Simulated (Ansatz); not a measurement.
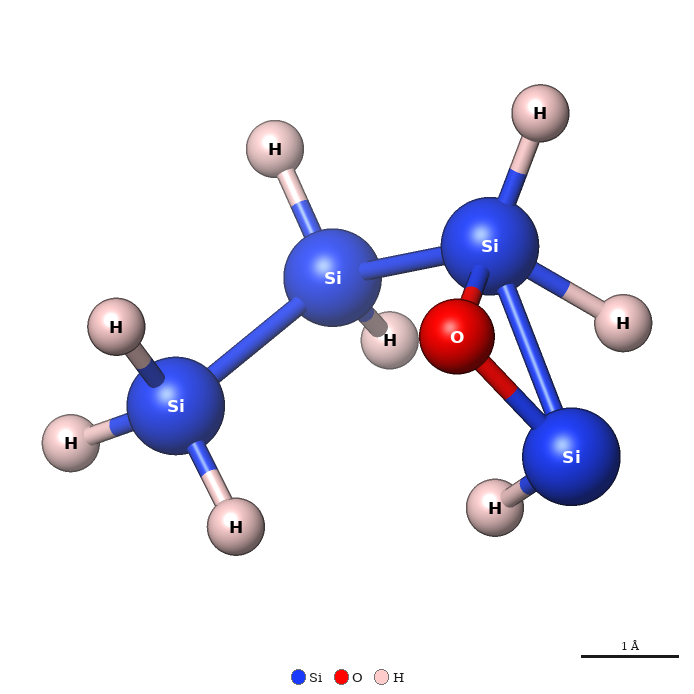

Depth is shown by fading: the farther an atom, the more it takes the colour of the background. Computed geometry: PBE-D4/def2-SVP optimisation. No frequency run is at hand to confirm it as a minimum. Masses are those of the most abundant isotopes; constants are for the rigid equilibrium geometry.

What kind of rotor is it, and what are its rotational constants in GHz?

Answer. An asymmetric top (C1): A = 2.75, B = 1.17, C = 0.961 GHz. Ray's parameter κ is −0.76, nearer the prolate limit.
